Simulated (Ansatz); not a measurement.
BCl$_{3}$ and related structures: several calculations on one system

### Relaxation

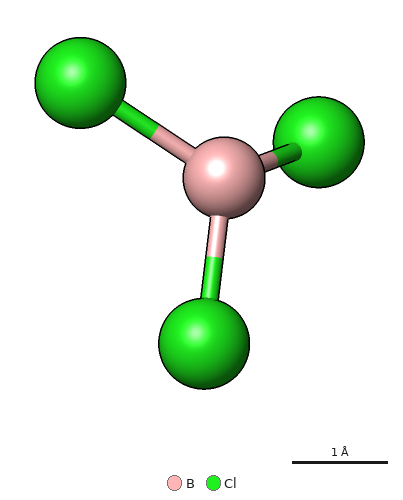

BCl3, before the relaxation. The picture is a ball-and-stick view, seen at a tilt.

It is one of the separated products of a reaction.

Computed with RKS PBE0-D4/def2-TZVP (Ansatz 0.2.0).

Input
```yaml
crystal:
  periodic: [false, false, false]
  atoms:
    - {symbol: B, position_ang: [-0.076371, 0.301732, -0.546488]}
    - {symbol: Cl, position_ang: [0.694441, 1.895635, -0.804949]}
    - {symbol: Cl, position_ang: [-1.893777, 0.337392, -0.444272]}
    - {symbol: Cl, position_ang: [0.590991, -1.048561, -1.568719]}
basis:
  gaussian: {orbitals: def2-TZVP}
hamiltonian: {xc: pbe0, dispersion: d4}
relax: {f_tol: 0.005, max_steps: 200}
```

Q: Where does the relaxation end?

A: The atom that moves furthest after the best rigid fit is B1 (0.32 Å). Largest moves by element: B 0.32 Å, Cl 0.11 Å. Some distances before and after: B1–Cl3 1.821 → 1.737 Å, B1–Cl2 1.789 → 1.737 Å. Among the angles between lasting bonds that change: Cl3–B1–Cl4 114.3° → 120.0°, Cl2–B1–Cl3 114.9° → 120.0°. After 3 geometry steps the energy has fallen by 18.2 kcal/mol. Largest force component: 3.5 eV/Å at the start, 0.0016 eV/Å at the end. The run took of the order of 26 core-seconds on a shared host.

The structure at the end:

```xyz
4

B    -0.1712    0.3716   -0.8411
Cl    0.7178    1.8580   -0.7081
Cl   -1.8377    0.3096   -0.3547
Cl    0.6063   -1.0530   -1.4605
```

After the run, drawn alike:

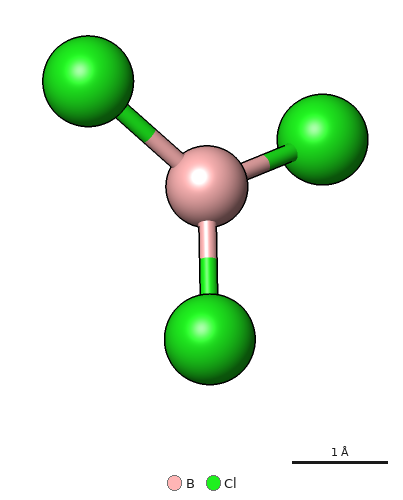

### Relaxation

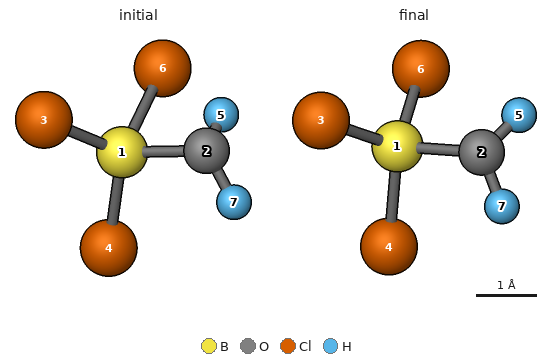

The structure of BH2OCl3 (started from a transition state, displaced along its imaginary mode) before (left) and after (right) a relaxation, at one scale.

The picture is a ball-and-stick view, seen face on.

Level of theory: Ansatz 0.2.0, RKS PBE0-D4/def2-TZVP. (force threshold 0.005 eV/Å; at most 200 steps)

### Summarise the run.

The energy falls by 91.7 kJ/mol in 6 geometry steps. The largest force component goes from 7.9 to 0.0017 eV/Å. The atom that moves furthest after the best rigid fit is H5 (0.41 Å). Largest moves by element: H 0.41 Å, Cl 0.32 Å, B 0.14 Å, O 0.04 Å. Among the contacts that change: H5–Cl6 1.859 → 2.476 Å, B1–Cl6 1.954 → 1.820 Å, O2–H5 0.856 → 0.970 Å, B1–O2 1.599 → 1.656 Å. Bond angles that change, for instance: B1–O2–H5 87.5° → 106.9°, O2–B1–Cl6 88.2° → 102.2°, O2–B1–Cl4 109.4° → 102.3°.

### Reaction

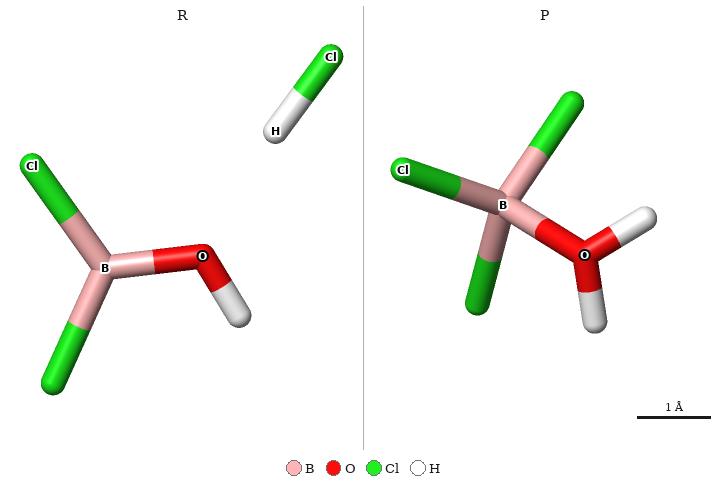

Reactant (R) and product (P) of one elementary step of BH₂OCl₃. The picture is a stick view, seen face on.

Stationary points at PBE0-D4/def2-TZVP, single-point energies with CCSD(T)/CBS, B3LYP-D4, wB97X-V, SPW92 (LDA) (def2-TZVPP where no basis is named; Ansatz 0.2.0). The energies are electronic, without zero-point or thermal terms, and both ends are the relaxed geometries reached downhill from the saddle, with any fragments still in contact. CCSD(T)/CBS stands for a frozen-core estimate: MP2 correlation extrapolated from def2-TZVPP and def2-QZVPP, CCSD(T) minus MP2 from the smaller set.

Q: Predict the saddle point between them and the barrier.

A: Counted by bonded pieces, R holds BHCl₂O + HCl and P holds BH₂Cl₃O. From R over the saddle to P, bonds form: B–Cl (4.26 → 2.24 → 1.82 Å), H–O (2.00 → 1.24 → 0.97 Å). A bond breaks: Cl–H (1.29 → 1.53 → 2.48 Å). Bonds that stay but change much: B–O (1.35 → 1.48 → 1.66 Å). The saddle has one imaginary mode, 1015i cm⁻¹. The end P keeps a soft imaginary mode of 32i cm⁻¹, so it isn't quite a minimum. With CCSD(T)/CBS the barrier is 28.4 kcal/mol from R and 19.9 kcal/mol from P, and P lies 8.5 kcal/mol above R.

```tsv
level	barrier from R (kcal/mol)	barrier from P (kcal/mol)	P less R (kcal/mol)
CCSD(T)/CBS	28.4	19.9	8.5
B3LYP-D4	28.5	16.7	11.8
wB97X-V	27.9	19.5	8.4
SPW92 (LDA)	14.1	11.2	2.9
```

Against CCSD(T)/CBS, B3LYP-D4 comes closest on the barrier from R (+0.2 kcal/mol) and SPW92 (LDA) misses most (−14.2 kcal/mol).

The saddle point in the same view, with dashed sticks for the bonds that form or break:

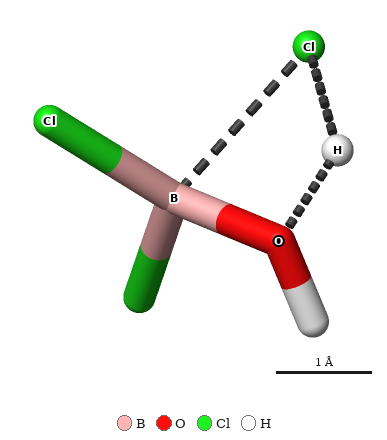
